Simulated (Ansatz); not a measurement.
**A hypothetical structure for LaNiHg6**

This structure for LaNiHg6 is made up. Its elements were placed in a known structure type with a cell scaled to their sizes. What cell does the guess relax to, and how far off was it?

Main program and level: Ansatz 0.2.0; DFT, PBEsol, plane-wave PAW, files of the set soft_1, scalar-relativistic, ferromagnetic start, cell and ions relaxed at zero pressure; PAW set soft_1, in the first sound run; inputs show where later runs differ.

## (1) The starting structure

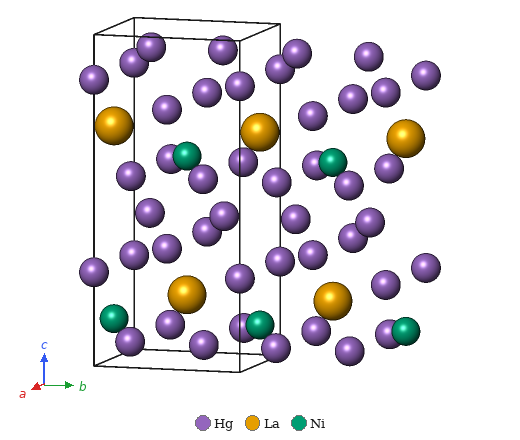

The cell as given, slightly off an axis (mercury purple, lanthanum orange, nickel teal). 1×2×1 cells are drawn. This picture shows the conventional cell, with its axes. Some periodic images of atoms are drawn too.

## (2) Relaxation of the guess

The guess takes its coordinates from another compound and its volume from a rule, so the cell and any free coordinates are relaxed together.

input.yaml

```yaml
crystal:
  lattice:
    - [5.126, 0.0, 0.0]
    - [0.0, 2.9885, 6.5245]
    - [0.0, -2.9885, 6.5245]
  atoms:
    - { symbol: Hg, position: [0.0, 0.8635, 0.8635] }
    - { symbol: Hg, position: [0.0, 0.283, 0.283] }
    - { symbol: Hg, position: [0.0, 0.3254, 0.8306] }
    - { symbol: Hg, position: [0.0, 0.8306, 0.3254] }
    - { symbol: Hg, position: [0.5, 0.1954, 0.6866] }
    - { symbol: Hg, position: [0.5, 0.6866, 0.1954] }
    - { symbol: La, position: [0.5, 0.6989, 0.6989] }
    - { symbol: Ni, position: [0.5, 0.1173, 0.1173], spin: 1.0 }
magnetization:
  spin_polarized: true
kpoints:
  mp_grid: { grid: [5, 5, 5] }
scf:
  occupations: { method: fermi_dirac, width: 0.05 }
hamiltonian:
  xc: pbesol
  pseudopotentials: { kind: paw, azcp: { folder: soft_1 }, xc_functional: pbe }
relax:
  f_tol: 0.015
  max_steps: 70
  cell: {}
output:
  forces: true
  stress: true
```

The run is started by

```bash
ansatz run input.yaml --threads 4 --pin off --max-ram 10240MiB --backend cpu --events-out ev --progress --plain --runs-dir out
```

Numbers of over 12 decimals in the logs are rounded to 6 here.

The log of the run:

```text
Engine: ansatz 0.2.0, x86_64-unknown-linux-gnu
Pseudopotentials: kind: paw
Pseudopotential: Hg, paw, valence charge 20, recommended cutoff 420 eV (normal), soft_1/Hg.paw.azcp
Pseudopotential: La, paw, valence charge 11, recommended cutoff 420 eV (normal), soft_1/La.paw.azcp
Pseudopotential: Ni, paw, valence charge 18, recommended cutoff 420 eV (normal), soft_1/Ni.paw.azcp
Functional definition: PBEsol
  exchange = pbesol_x
  correlation = pbesol_c
Crystal: 8 atoms, lattice volume = 199.898 Å³
Basis set: ecut = 420 eV, 3905 PW (Γ), exchange–correlation on 72×96×96 points (8 copies of the dense FFT grid, shifted against one another)
Bands: 90, of which v1, the nominal top of the filled ones, is band 75 counted from 1 (74 counted from 0)
Symmetry: 4 space group operations
Space group: Amm2 (ITA 38), of the structure as read, at distance tolerance 5.8e-5 Å
Magnetic group: BNS 38.187 (UNI 285), of the structure as read, at distance tolerance 5.8e-5 Å
k-points: 27 of 125 (time reversal used)
Non-local potential: Hg, projectors of the file, l = 0: 3, l = 1: 2, l = 2: 2, l = 3: 1
Non-local potential: La, projectors of the file, l = 0: 3, l = 1: 2, l = 2: 2, l = 3: 3
Non-local potential: Ni, projectors of the file, l = 0: 3, l = 1: 2, l = 2: 3, l = 3: 1
PAW form: soft (Blöchl's): semilocal exchange-correlation on the pseudo side does not see the compensation charge
PAW frozen core: Hg, regenerated for the run's functional, and the local potential with it (the file was generated under x = pbe(κ = 0.804, μ = 0.219515), c = pbe(β = 0.066725))
PAW frozen core: La, regenerated for the run's functional, and the local potential with it (the file was generated under x = pbe(κ = 0.804, μ = 0.219515), c = pbe(β = 0.066725))
PAW frozen core: Ni, regenerated for the run's functional, and the local potential with it (the file was generated under x = pbe(κ = 0.804, μ = 0.219515), c = pbe(β = 0.066725))
PAW one-centre angular grid: Hg, 590 points (default); XC on 64 Gauss nodes
PAW one-centre angular grid: La, 590 points (default); XC on 64 Gauss nodes
PAW one-centre angular grid: Ni, 590 points (default); XC on 64 Gauss nodes
Initial density: superposition of atomic densities (chi_scale 0.1, normalization cell, long waves kept (reshape's long-wave potential 0.01 eV rms))
Starting moments: Σ|m| = 1 μB on 1 of 8 sites
Initial wavefunctions: pseudopotential atomic-orbital guess
Functional: x = pbesol(κ = 0.804, μ = 0.123457), c = pbesol(β = 0.046)
SCF iter   1: F=—  HF=-93995.831206 eV  |F-HF|=—  |Δ(HF+E_count)|=         —  Δρ=1.30e-1 (↑1.30e-1 ↓1.25e-1)  dr2=2.61e2  dr2_m=2.27e-2  M=0.938 μB ∫|m|=1.190 μB  β_m=0.30  ethr=3.10e-3  ⟨swp⟩=5.3  Hψ=14975  notcnv=0  defer=14
Mixer restart at iter 1: flushing history
preconditioner: auto → Kerker (q_TF=auto, 2.598 Å⁻¹)  [metal: Δε(μ)=0.002 eV  Ē_g=5.926 eV  σ=0.050 eV  W_gap=0.01  n_scr=50 (ndim 8)  ℏωp=25.1 eV  f_vac=0.011  D(μ)=48.41/eV (n_scr^D=992)]
spin=Collinear: Kerker preconditioning applied to the charge; magnetization (m = ρ↑ − ρ↓) channel mixes plain (no charge-response kernel on spin).
SCF iter   2: F=—  HF=-93990.160367 eV  |F-HF|=—  |Δ(HF+E_count)|=    5.67e0  Δρ=4.58e-2 (↑3.53e-2 ↓4.58e-2)  dr2=1.64e1  dr2_m=2.91e-1  M=0.367 μB ∫|m|=0.782 μB  β_m=0.28  ethr=3.10e-3  ⟨swp⟩=6.5  Hψ=10764  notcnv=0  defer=130
SCF iter   3: F=—  HF=-93989.354202 eV  |F-HF|=—  |Δ(HF+E_count)|=   8.06e-1  Δρ=3.19e-2 (↑2.79e-2 ↓3.19e-2)  dr2=9.66e0  dr2_m=2.03e-1  M=0.348 μB ∫|m|=0.767 μB  β_m=0.64  ethr=3.10e-3  ⟨swp⟩=2.9  Hψ=8641  notcnv=0  defer=369
SCF iter   4: F=—  HF=-93987.785106 eV  |F-HF|=—  |Δ(HF+E_count)|=    1.57e0  Δρ=4.61e-2 (↑2.47e-2 ↓4.61e-2)  dr2=8.77e0  dr2_m=2.24e-1  M=0.119 μB ∫|m|=0.416 μB  β_m=0.49  ethr=3.10e-3  ⟨swp⟩=4.2  Hψ=10701  notcnv=0  defer=210
SCF iter   5: F=—  HF=-93986.888764 eV  |F-HF|=—  |Δ(HF+E_count)|=   8.96e-1  Δρ=1.30e-2 (↑1.30e-2 ↓8.65e-3)  dr2=1.15e0  dr2_m=5.36e-2  M=0.086 μB ∫|m|=0.438 μB  β_m=0.74  ethr=3.10e-3  ⟨swp⟩=3.9  Hψ=10171  notcnv=0  defer=212
SCF iter   6: F=—  HF=-93986.844777 eV  |F-HF|=—  |Δ(HF+E_count)|=   4.40e-2  Δρ=9.09e-3 (↑9.09e-3 ↓4.85e-3)  dr2=3.62e-1  dr2_m=9.07e-3  M=0.025 μB ∫|m|=0.226 μB  β_m=0.87  ethr=7.75e-4  ⟨swp⟩=5.0  Hψ=7666  notcnv=0  defer=81
SCF iter   7: F=—  HF=-93986.863677 eV  |F-HF|=—  |Δ(HF+E_count)|=         —  Δρ=4.84e-3 (↑4.84e-3 ↓1.25e-3)  dr2=7.98e-2  dr2_m=8.04e-3  M=0.001 μB ∫|m|=0.083 μB  β_m=0.87  ethr=2.43e-4  ⟨swp⟩=3.0  Hψ=7032  notcnv=0  defer=81
Mixer restart at iter 7: flushing history
SCF iter   8: F=—  HF=-93986.885621 eV  |F-HF|=—  |Δ(HF+E_count)|=   2.19e-2  Δρ=9.21e-3 (↑6.88e-3 ↓9.21e-3)  dr2=3.09e-1  dr2_m=2.55e-3  M=-0.001 μB ∫|m|=0.041 μB  β_m=0.39  ethr=5.36e-5  ⟨swp⟩=3.1  Hψ=10097  notcnv=0  defer=82  recentre
SCF iter   9: F=—  HF=-93986.857937 eV  |F-HF|=—  |Δ(HF+E_count)|=   2.77e-2  Δρ=3.00e-3 (↑3.00e-3 ↓5.47e-4)  dr2=2.27e-2  dr2_m=4.30e-3  M=0.000 μB ∫|m|=0.058 μB  β_m=0.29  ethr=5.36e-5  ⟨swp⟩=2.1  Hψ=10006  notcnv=0  defer=133
SCF iter  10: F=—  HF=-93986.855421 eV  |F-HF|=—  |Δ(HF+E_count)|=   2.52e-3  Δρ=1.57e-3 (↑5.46e-4 ↓1.57e-3)  dr2=3.17e-3  dr2_m=1.75e-3  M=-0.000 μB ∫|m|=0.037 μB  β_m=0.57  ethr=1.52e-5  ⟨swp⟩=2.0  Hψ=6994  notcnv=0  defer=135
SCF iter  11: F=—  HF=-93986.855486 eV  |F-HF|=—  |Δ(HF+E_count)|=   6.55e-5  Δρ=2.14e-4 (↑2.14e-4 ↓1.17e-4)  dr2=3.07e-4  dr2_m=1.38e-5  M=-0.001 μB ∫|m|=0.005 μB  β_m=0.78  ethr=2.13e-6  ⟨swp⟩=2.0  Hψ=9154  notcnv=0  defer=134
SCF iter  12: F=—  HF=-93986.855544 eV  |F-HF|=—  |Δ(HF+E_count)|=   5.79e-5  Δρ=2.94e-4 (↑2.94e-4 ↓2.44e-4)  dr2=4.10e-4  dr2_m=1.21e-6  M=-0.000 μB ∫|m|=0.002 μB  β_m=0.78  ethr=2.06e-7  ⟨swp⟩=2.0  Hψ=8572  notcnv=0  defer=135
SCF iter  13: F=—  HF=-93986.855549 eV  |F-HF|=—  |Δ(HF+E_count)|=   4.74e-6  Δρ=4.84e-5 (↑4.84e-5 ↓4.35e-5)  dr2=2.97e-5  dr2_m=1.68e-8  M=-0.000 μB ∫|m|=0.000 μB  β_m=0.85  ethr=2.06e-7  ⟨swp⟩=2.0  Hψ=8570  notcnv=0  defer=135
SCF iter  14: F=—  HF=-93986.855546 eV  |F-HF|=—  |Δ(HF+E_count)|=   2.55e-6  Δρ=4.82e-5 (↑4.82e-5 ↓3.31e-5)  dr2=1.33e-5  dr2_m=1.15e-7  M=-0.000 μB ∫|m|=0.000 μB  β_m=0.92  ethr=1.99e-8  ⟨swp⟩=2.0  Hψ=6395  notcnv=0  defer=135
SCF iter  15: F=—  HF=-93986.855546 eV  |F-HF|=—  |Δ(HF+E_count)|=   9.87e-8  Δρ=1.85e-5 (↑1.85e-5 ↓1.14e-5)  dr2=1.85e-6  dr2_m=2.75e-8  M=-0.000 μB ∫|m|=0.000 μB  β_m=0.89  ethr=8.94e-9  ⟨swp⟩=2.0  Hψ=5275  notcnv=0  defer=135
[...]
Initial wavefunctions: pseudopotential atomic-orbital guess (no wavefunctions were taken with the density)
iter 1 solved again at ethr=6.74e-8 eV; its pass at ethr=3.10e-3 eV (dr2=1.00e-4 eV) is discarded
SCF iter   1: F=—  HF=-93987.350068 eV  |F-HF|=—  |Δ(HF+E_count)|=         —  Δρ=1.78e-4 (↑1.78e-4 ↓1.78e-4)  dr2=7.67e-5  dr2_m=2.52e-11  M=0.000 μB ∫|m|=0.000 μB  β_m=0.65  ethr=6.74e-8  ⟨swp⟩=3.0  Hψ=29360  notcnv=0
preconditioner: auto → Kerker (q_TF=auto, 2.392 Å⁻¹)  [metal: Δε(μ)=0.081 eV  Ē_g=8.672 eV  σ=0.050 eV  W_gap=0.38  n_scr=40 (ndim 8)  ℏωp=26.3 eV  f_vac=0.006  D(μ)=3.09/eV (n_scr^D=12)]
spin=Collinear: Kerker preconditioning applied to the charge; magnetization (m = ρ↑ − ρ↓) channel mixes plain (no charge-response kernel on spin).
SCF iter   2: F=—  HF=-93987.350307 eV  |F-HF|=—  |Δ(HF+E_count)|=   2.40e-4  Δρ=5.49e-5 (↑5.49e-5 ↓5.49e-5)  dr2=4.85e-6  dr2_m=5.98e-12  M=0.000 μB ∫|m|=0.000 μB  β_m=0.56  ethr=5.15e-8  ⟨swp⟩=2.0  Hψ=8564  notcnv=0
SCF iter   3: F=—  HF=-93987.350329 eV  |F-HF|=—  |Δ(HF+E_count)|=   2.23e-5  Δρ=2.89e-5 (↑2.89e-5 ↓2.89e-5)  dr2=3.25e-6  dr2_m=2.26e-12  M=0.000 μB ∫|m|=0.000 μB  β_m=0.51  ethr=3.26e-9  ⟨swp⟩=2.0  Hψ=8600  notcnv=0
SCF iter   4: F=—  HF=-93987.350330 eV  |F-HF|=—  |Δ(HF+E_count)|=   2.14e-7  Δρ=2.14e-5 (↑2.14e-5 ↓2.14e-5)  dr2=1.81e-6  dr2_m=1.09e-12  M=0.000 μB ∫|m|=0.000 μB  β_m=0.60  ethr=2.18e-9  ⟨swp⟩=2.0  Hψ=8574  notcnv=0
SCF iter   5: F=—  HF=-93987.350334 eV  |F-HF|=—  |Δ(HF+E_count)|=   4.03e-6  Δρ=2.37e-5 (↑2.37e-5 ↓2.37e-5)  dr2=3.12e-6  dr2_m=3.49e-13  M=0.000 μB ∫|m|=0.000 μB  β_m=0.80  ethr=1.22e-9  ⟨swp⟩=2.0  Hψ=5226  notcnv=0
SCF iter   6: F=—  HF=-93987.350337 eV  |F-HF|=—  |Δ(HF+E_count)|=   3.75e-6  Δρ=1.94e-5 (↑1.94e-5 ↓1.93e-5)  dr2=2.54e-6  dr2_m=1.70e-13  M=0.000 μB ∫|m|=0.000 μB  β_m=0.90  ethr=1.22e-9  ⟨swp⟩=2.2  Hψ=7537  notcnv=0
SCF iter   7: F=—  HF=-93987.350340 eV  |F-HF|=—  |Δ(HF+E_count)|=   2.21e-6  Δρ=1.11e-5 (↑1.11e-5 ↓1.11e-5)  dr2=8.29e-7  dr2_m=1.62e-13  M=-0.000 μB ∫|m|=0.000 μB  β_m=0.95  ethr=1.22e-9  ⟨swp⟩=2.0  Hψ=7560  notcnv=0
SCF iter   8: F=—  HF=-93987.350340 eV  |F-HF|=—  |Δ(HF+E_count)|=   7.42e-7  Δρ=1.88e-6 (↑1.88e-6 ↓1.86e-6)  dr2=2.28e-8  dr2_m=2.71e-13  M=-0.000 μB ∫|m|=0.000 μB  β_m=0.98  ethr=5.56e-10  ⟨swp⟩=2.0  Hψ=8608  notcnv=0
SCF iter   9: F=—  HF=-93987.350340 eV  |F-HF|=—  |Δ(HF+E_count)|=   2.23e-9  Δρ=3.95e-7 (↑3.81e-7 ↓3.95e-7)  dr2=1.18e-9  dr2_m=9.25e-14  M=-0.000 μB ∫|m|=0.000 μB  β_m=0.99  ethr=1.53e-11  ⟨swp⟩=2.0  Hψ=8612  notcnv=0
SCF iter  10: F=—  HF=-93987.350338 eV  |F-HF|=—  |Δ(HF+E_count)|=   2.57e-6  Δρ=1.80e-7 (↑1.80e-7 ↓1.78e-7)  dr2=2.16e-10  dr2_m=2.01e-15  M=0.000 μB ∫|m|=0.000 μB  β_m=0.98  ethr=1.00e-12  ⟨swp⟩=2.0  Hψ=8612  notcnv=0
SCF iter  11: F=—  HF=-93987.350338 eV  |F-HF|=—  |Δ(HF+E_count)|=  1.46e-11  Δρ=1.63e-7 (↑1.63e-7 ↓1.63e-7)  dr2=1.85e-10  dr2_m=2.68e-16  M=0.000 μB ∫|m|=0.000 μB  β_m=0.99  ethr=1.00e-12  ⟨swp⟩=1.0  Hψ=4860  notcnv=0
SCF iter  12: F=—  HF=-93987.350338 eV  |F-HF|=—  |Δ(HF+E_count)|=  7.28e-11  Δρ=3.76e-8 (↑3.72e-8 ↓3.76e-8)  dr2=1.07e-11  dr2_m=1.08e-16  M=0.000 μB ∫|m|=0.000 μB  β_m=0.98  ethr=1.00e-12  ⟨swp⟩=2.0  Hψ=5262  notcnv=0
SCF iter  13: F=-93987.350338 eV  HF=-93987.350338 eV  |F-HF|=0.00e0  |Δ(HF+E_count)|=  2.91e-11  Δρ=3.13e-8 (↑3.11e-8 ↓3.13e-8)  dr2=6.88e-12  dr2_m=1.16e-17  M=0.000 μB ∫|m|=0.000 μB  ethr=1.00e-12  ⟨swp⟩=2.0  Hψ=13967  notcnv=0
the starting moments were not kept: the SCF closed with an absolute magnetisation of 4.1e-9 μB, where they sum to 1 μB in size (1 site). That is at most 0.1 of that sum. Measured as dr2_m measures the in/out step, that magnetisation stands 1.0e-17 eV from none, at or under the dr2_threshold of 8.0e-11 eV: it is no larger than a step whose dr2_m would equal this threshold.
SCF 7 converged in 13 iterations: F = -93987.350338 eV  dr2 = 6.88e-12
relax step   7: F+E_penalty+E_count = -93987.35033783 eV  Δ(F+E_penalty+E_count) = +3.810e-3 eV  max|allowed force component| = 9.773e-3 eV/Å  Δτ_max = 0.0000 Å  P = -0.014 GPa  Ω = 181.174 Å³  stress off target by 3.18e-2 GPa  SCF on the basis re-selected at this cell (its energy is not comparable with the rows above)  (13 SCF iters)
basis re-selected at this cell: Δ(F+E_penalty+E_count) = +3.810e-3 eV, ΔP = -0.007 GPa vs the last step (what re-selecting the basis moved, of the pressure what is left beyond the Pulay correction that the steps carried, after the strain that the cell walked since its last selection, with what the two solves' SCF thresholds leave and, on support functions, any second-order correction that the steps lacked; it is no measure of the basis error at this ecutwfc). The dense FFT grid was sized anew with the basis: this SCF ran on 32×50×50 points, the steps before it on 36×48×48, so part of this shift can come from that change (see relax.cell in the input reference). [rest of the remark cut]
SCF converged after 13 iterations
Magnetization: 0.0000 μB (74.5000 up, 74.5000 down)
Absolute magnetization: 0.0000 μB (∫|ρ↑−ρ↓|, with the PAW one-centre terms)
Spin contamination: 0.0000 ħ² per cell (⟨S²⟩ above its minimum at these occupations)
Per-site moments (μB) at R_I (Å): [(-2.0996752804889547e-11, 1.240527), (-3.748207460743242e-12, 1.241111), (-2.5605902257769282e-11, 1.151078), (-2.5605777582231716e-11, 1.151078), (-6.681290295097914e-12, 1.113668), (-6.680971570837146e-12, 1.113668), (-1.56602557022089e-10, 1.275096), (1.884775700103398e-9, 1.113668)]
Free energy (F): -93987.350338 eV
Harris-Foulkes:  -93987.350338 eV  (|F-HF|=0.00e0)
Internal energy: -93987.323395 eV  (E = F + TS)
E sigma→0 (E₀):  -93987.336867 eV
Entropy (-TS):   -0.026943 eV (-3.368 meV/atom)
Fermi energy:    15.045744 eV
--- Per-component energies (eV) ---
  E_band       = -2673.791114
  E_kinetic    = 3980.693324
  E_local      = -20444.776877  (includes V_loc(G=0)·N_el)
  E_nonlocal   = 491.618699
  E_hartree    = 9254.858005
  E_xc         = -1509.797792
  E_vxc        = -1787.186381  (∫ρ·V_xc dr)
  E_paw        = -65832.147369  (= ΣΔE_a)
  E_vpaw       = -3423.859240  (= ΣTr[D̂ρ^β])
  E_aug_tail   = 0.003606  (compensation charges beyond the density's cutoff)
  E_ewald      = -19930.113574
  E_core_change = 2.338584  (= ΣΔE_core)
  E_smearing   = -0.026943  (= −TS)
  E_closure    = 0.000000  (closes the sum)
  Σ components = -93987.350338   (vs F -93987.350338, Δ=0.00e0)
--- Forces (eV/Å), atoms counted from 1 ---
  atom   1  Hg     0.00000000     0.00000000    -0.00029462
  atom   2  Hg     0.00000000     0.00000000     0.00250596
  atom   3  Hg     0.00000000     0.00079027    -0.00358498
  atom   4  Hg     0.00000000    -0.00079027    -0.00358498
  atom   5  Hg     0.00000000     0.00129356    -0.00329113
  atom   6  Hg     0.00000000    -0.00129356    -0.00329113
  atom   7  La     0.00000000     0.00000000     0.00176762
  atom   8  Ni     0.00000000     0.00000000     0.00977299
  max |Σ_I F_I| component: 2.81e-7 eV/Å
--- Stress (GPa, compression-positive) ---
       -0.022467      -0.000000      -0.000000
       -0.000000      -0.031813      -0.000000
       -0.000000      -0.000000       0.013084
  P = ⅓ Tr σ = -0.0137 GPa (-0.137 kbar)
--- Relaxed structure (6 steps of the walk, 6 accepted, 1 SCFs on fresh bases) ---
  F+E_penalty+E_count = -93987.35033783 eV   max|allowed force component| = 9.773e-3 eV/Å   (the final SCF, on the basis selected at the relaxed cell)
  cell:  # Å, volume = 181.1740 Å³
    - [4.766045, 0.0, 0.0]
    - [0.0, 2.831130, 6.713484]
    - [0.0, -2.831130, 6.713484]
  atoms:
    - { symbol: Hg, position: [0, 0.858134, 0.858134] }
    - { symbol: Hg, position: [0, 0.282280, 0.282280] }
    - { symbol: Hg, position: [0, 0.329612, 0.834732] }
    - { symbol: Hg, position: [0, 0.834732, 0.329612] }
    - { symbol: Hg, position: [0.5, 0.198407, 0.684040] }
    - { symbol: Hg, position: [0.5, 0.684040, 0.198407] }
    - { symbol: La, position: [0.5, 0.702957, 0.702957] }
    - { symbol: Ni, position: [0.5, 0.110538, 0.110538] }
```

Wall time 3.2 min (4 threads of Intel Xeon Platinum 8488C (Sapphire Rapids), shared host); peak memory 1.2 GiB.

Step by step:

| step | energy less that of the first step (eV) | largest force component (eV/Å) | pressure (GPa) | volume (Å³) |
| --- | --- | --- | --- | --- |
| 1 | 0.0000 | 0.2906 | -5.16 | 199.90 |
| 2 | -0.4406 | 0.1722 | 0.57 | 178.35 |
| 3 | -0.4790 | 0.0751 | 0.29 | 179.53 |
| 4 | -0.4978 | 0.0317 | 0.14 | 180.66 |
| 5 | -0.4983 | 0.0269 | -0.04 | 181.25 |
| 6 | -0.4986 | 0.0096 | -0.01 | 181.17 |
| 7* | -0.4948 | 0.0098 | -0.01 | 181.17 |

Relaxation steps marked * repeat the geometry before them on a plane-wave basis chosen anew for their cell, so energy and pressure can jump there.

Forces are held to the 4 operations that the run works with; a distortion that breaks them can't arise in this run.

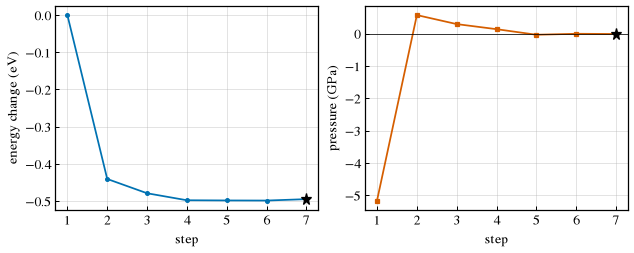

Energy and pressure along the relaxation. Stars mark steps on a basis chosen anew.

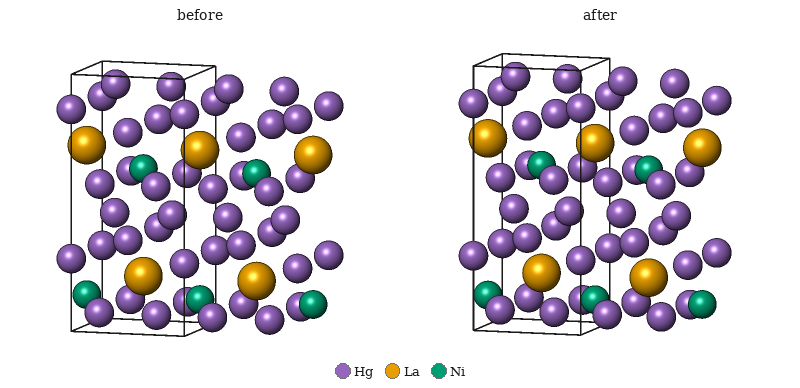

The structure before and after the relaxation, drawn at the same scale.

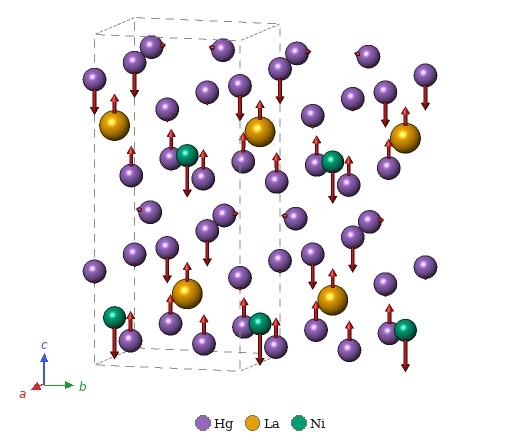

Displacements in the relaxation, exaggerated, measured against the changing cell; the longest in the cell stands for 0.09 Å. 1×2×1 conventional cells are drawn. Some periodic images of atoms are drawn too.

| conventional cell, symmetrised | before | after | change |
| --- | --- | --- | --- |
| a (Å) | 5.126 | 4.766 | -7.0 % |
| b (Å) | 5.977 | 5.662 | -5.3 % |
| c (Å) | 13.049 | 13.427 | +2.9 % |
| volume (Å³/atom) | 24.99 | 22.65 | -9.4 % |

The atoms that moved most (Å, as changes of fractional coordinates times the final cell):

| atom | dx | dy | dz | length |
| --- | --- | --- | --- | --- |
| Ni8 | 0.000 | 0.000 | -0.091 | 0.091 |
| Hg1 | 0.000 | 0.000 | -0.072 | 0.072 |
| Hg4 | 0.000 | 0.000 | 0.056 | 0.056 |
| Hg3 | 0.000 | 0.000 | 0.056 | 0.056 |
| La7 | 0.000 | 0.000 | 0.054 | 0.054 |
| Hg6 | 0.000 | -0.016 | 0.003 | 0.016 |
| Hg5 | 0.000 | 0.016 | 0.003 | 0.016 |
| Hg2 | 0.000 | 0.000 | -0.010 | 0.010 |

This step gave:

```
free energy             : -93987.3503 eV
energy at zero smearing : -93987.3369 eV
smearing term TS        : 0.02694 eV
Fermi energy            : 15.05 eV
electrons               : 149
symmetry operations     : 4
pressure                : -0.01373 GPa
```

The shortest distance of each pair, which need not be the same contact before and after:

| pair | guess (Å) | relaxed (Å) |
| --- | --- | --- |
| Hg–Ni | 2.758 | 2.700 |
| Hg–Hg | 2.936 | 2.750 |
| La–Ni | 3.173 | 3.091 |
| Hg–La | 3.344 | 3.165 |
| La–La | 5.126 | 4.766 |

The relaxation ends with a largest force component of 0.0098 eV/Å and a pressure of -0.01 GPa. The starting moments have collapsed: the run ends non-magnetic.

(Continued in part 2 of 2.)

[Logs are printed without paths, hosts, clocks, repeated set-up lines and the standing remarks that a program may print on its own settings, such as how far it seeks lower states.]

[Hosts, paths, dates, database ids (printed as entryN), source tags and the programs' standing remarks are cut or masked in the printed files.]
